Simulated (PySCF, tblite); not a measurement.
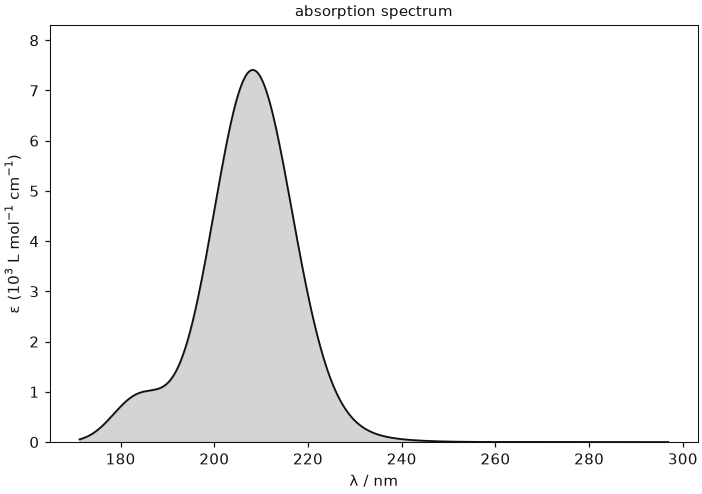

Vertical TDDFT excitations, PBE0/def2-SVPD with PySCF, at a GFN2-xTB geometry (a minimum by its frequencies), gas phase. Only the first 8 singlet excitations are included; each is broadened by a Gaussian of 1/e half-width 0.30 eV.

### Whose absorption spectrum is this?
A. C₄H₁₀OSi₂, SMILES COC1=C(C)[SiH2][SiH2]1
B. C₄H₉BO₃, SMILES C/C=C(/CO)B(O)O
C. C₃H₆BFO₂, SMILES C/C=C(/F)B(O)O

A. Its lowest singlet lies at 5.38 eV (f = 0.001) and the brightest of those computed is S3 at 5.90 eV (210 nm), f = 0.108, mainly HOMO → LUMO+1 (83 %).

Note: states above the negative HOMO energy depend on the basis; the tight-binding geometry is rougher than a DFT one and adds to the error; one conformer of a flexible molecule; core orbitals are frozen in the response.
